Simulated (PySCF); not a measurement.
**H$_{4}$N$_{2}$ (hydrazine): density, localisation and related maps**

| atom | x (Å) | y (Å) | z (Å) |
| --- | --- | --- | --- |
| N | 0.5414 | -0.4277 | 0.2472 |
| N | -0.5395 | 0.4630 | 0.1778 |
| H | 0.2037 | -1.3343 | 0.5607 |
| H | 1.0110 | -0.5683 | -0.6485 |
| H | -0.2022 | 1.4071 | 0.3488 |
| H | -1.0083 | 0.4643 | -0.7293 |

Geometry: PBE0-D3(BJ)/def2-SVP.

Method: DFT single point, gas phase, functional B3LYP in PySCF.

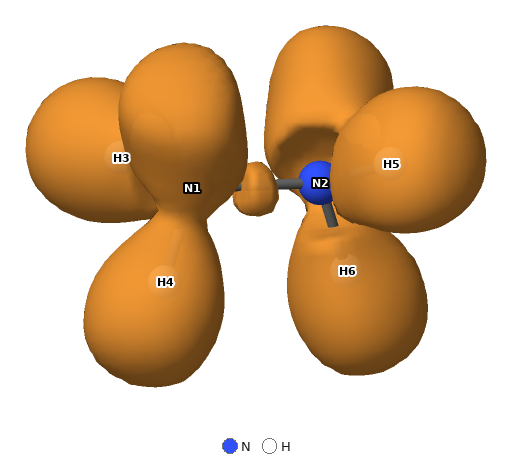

Figure 1. Isosurface of the ELF at 0.8 (orange), seen across its widest extent. Only the valence region is drawn (cores and ρ < 0.01 e/Å³ removed).

Q: Describe the localisation domains.

A: The surface consists of one region between bonded N–N atoms (shared pairs) and two joined regions spread over several atoms (H, N), in which their bonds and any lone pairs are merged.


N–N (1.40 Å): the ELF peaks at about 0.90 between the atoms: a covalent bond. N–H (1.02 Å): the ELF climbs to about 1 towards the hydrogen, as it does in any bond to H: an ordinary covalent bond to hydrogen.

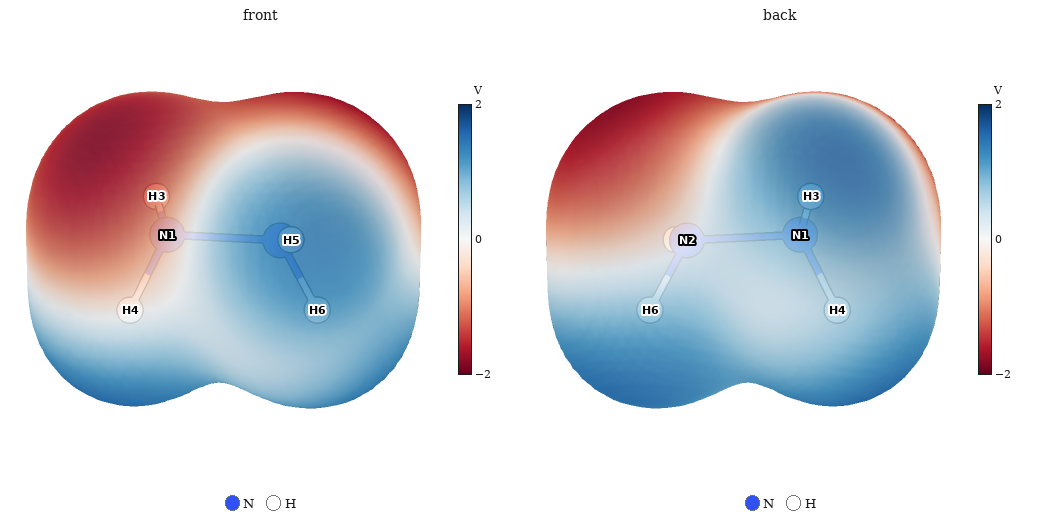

Figure 2. The molecular electrostatic potential painted on the density surface at 0.002 e/bohr³, seen from the front and from behind; red is negative and blue positive.

Q: Describe the electrostatic potential map.

A: The most negative region (about −1.8 V) lies over N1 and N2, the most positive (about +1.5 V) over H4 and H6.

Q: How polar is the molecule by this calculation?

A: Its dipole moment is 2.00 D.

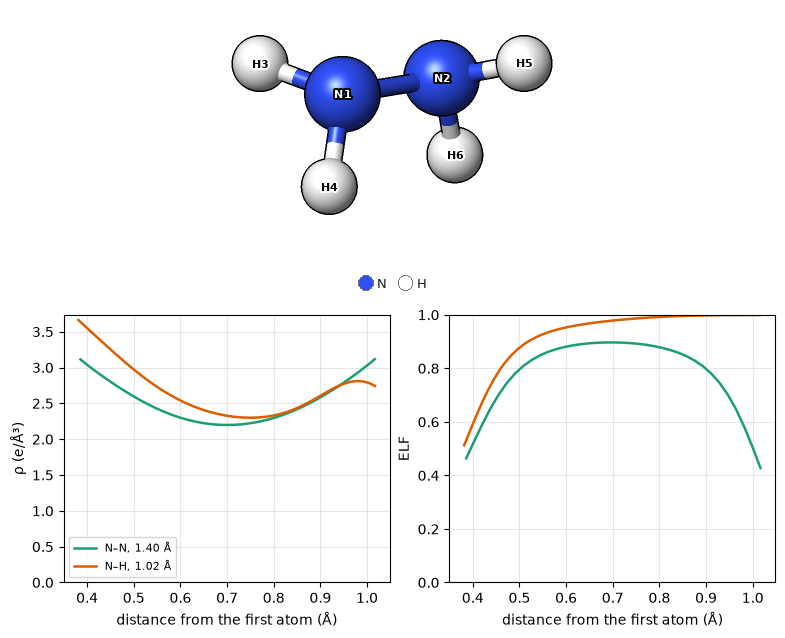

Figure 3. Electron density and ELF along straight lines between neighbouring atoms. The curves leave out the atomic cores. The structure is drawn too.

Q: What kind of bonding do the profiles show?

A: N–N (1.40 Å): ρ is about 2.2 e/Å³ halfway; the ELF peaks at about 0.90 between the atoms: a covalent bond.
N–H (1.02 Å): ρ is about 2.9 e/Å³ halfway; the ELF climbs to about 1 towards the hydrogen (a covalent bond by its length).
